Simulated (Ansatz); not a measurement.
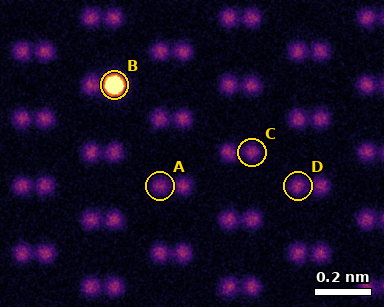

Dark-field STEM-like image of Ti (P6_3/mmc, No. 194) along [101]. The image is simulated as a sum over atoms of Z^1.7, blurred by a 0.50 Å probe (no channelling). The probe carries 15 % of its weight in a tail 2.5 times as wide. Shot noise was added.

The sample is 1 repeat (5.4 Å) thick. One point defect was put into the perfect crystal, without relaxing the atoms around it. Brightness is counted from the darkest point of the image. Host structure: a calculation's starting geometry.

Q: Which ringed column holds the defect, and does it scatter more or less than its equals?

B; it scatters more. The column holds 1 atom (Ti) through the sample, and one Ti atom is replaced by Hf, so its peak rises to about 750 % of that of its equals.
